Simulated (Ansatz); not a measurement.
H$_{4}$OSi···NH$_{3}$

```xyz
10

Si   -0.1294    0.0427    0.0984
O    -0.3695   -0.0131    1.7525
H    -0.9632    0.6790    2.0392
H     1.2231    0.4240   -0.3445
H    -0.9786    1.2130   -0.2939
H    -0.6940   -1.0779   -0.6739
N     1.2660   -1.9278    0.9641
H     0.9685   -2.8486    0.6814
H     2.2653   -1.8749    0.8415
H     1.0608   -1.8178    1.9445
```

Method: RKS BHLYP-D4/6-31G* in Ansatz.

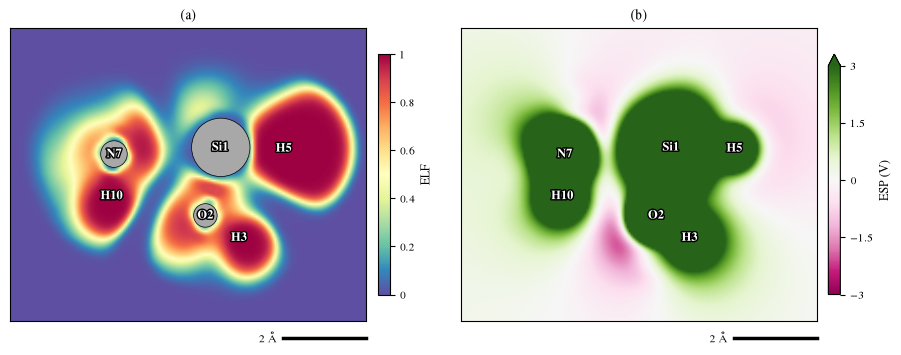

Figure 1. (a) ELF; (b) electrostatic potential on the plane of atoms O2, Si1 and H5. Grey discs cover the atomic cores in the ELF map.

Read the bonding off the picture.

Answer. The plane passes through Si, O, H and N nuclei.
Si1···N7 (2.57 Å): the ELF peaks at about 0.95 in the valence shell of N, 0.7 Å from its nucleus, and is about 0.25 at the midpoint.
Si–O (1.67 Å): the ELF peaks at about 0.90 between the atoms: a polar covalent bond.
O–H (0.96 Å): the ELF climbs to about 1 towards the hydrogen, as it does in any bond to H: an ordinary covalent bond to hydrogen.
N–H (1.01 Å): the ELF climbs to about 1 towards the hydrogen (a covalent bond by its length).
Si–H (1.50 Å): the ELF climbs to about 1 towards the hydrogen.
The ELF also peaks beside O2, away from the bonds: lone-pair regions.
Outside the dense part of the complex the potential is most negative (−2.0 V) near O2.

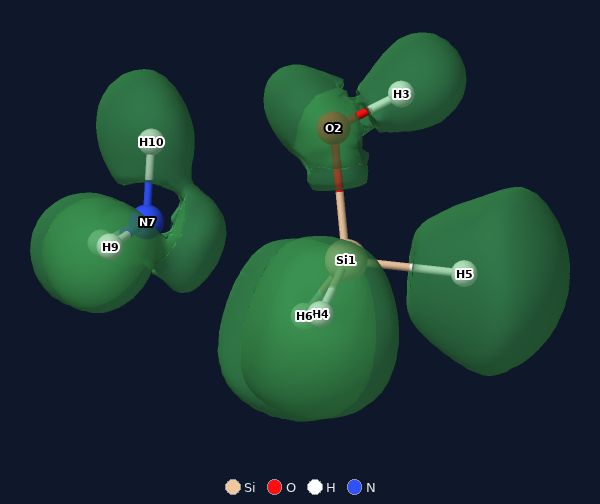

Figure 2. Isosurface of the electron localisation function at 0.8 (green), seen across its widest extent. Only the valence region is drawn (cores and ρ < 0.01 e/Å³ removed).

What do the ELF domains correspond to?

Answer. At this value the surface marks out three regions around hydrogen nuclei, one joined region spread over several atoms (H, N), in which their bonds and any lone pairs are merged and one joined region spread over several atoms (H, O), in which their bonds and any lone pairs are merged.

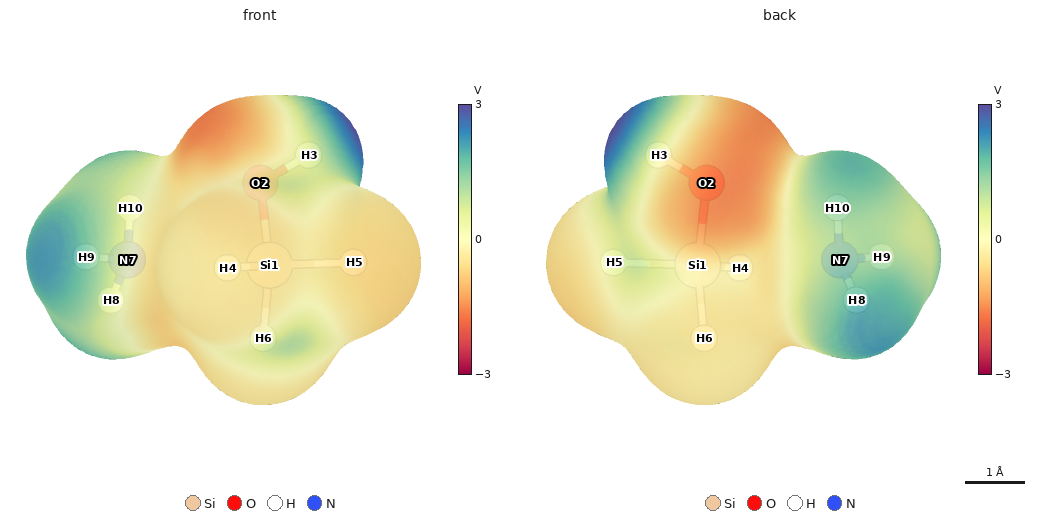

Figure 3. The electrostatic potential painted on the density surface at 0.004 e/bohr³, seen from the front and from behind; the colour scale runs from red (negative) to blue (positive).

Describe the electrostatic potential map.

Answer. The most negative region (about −1.6 V) lies over O2, the most positive (about +2.8 V) over H3. O2 is the likeliest acceptor of a hydrogen bond.
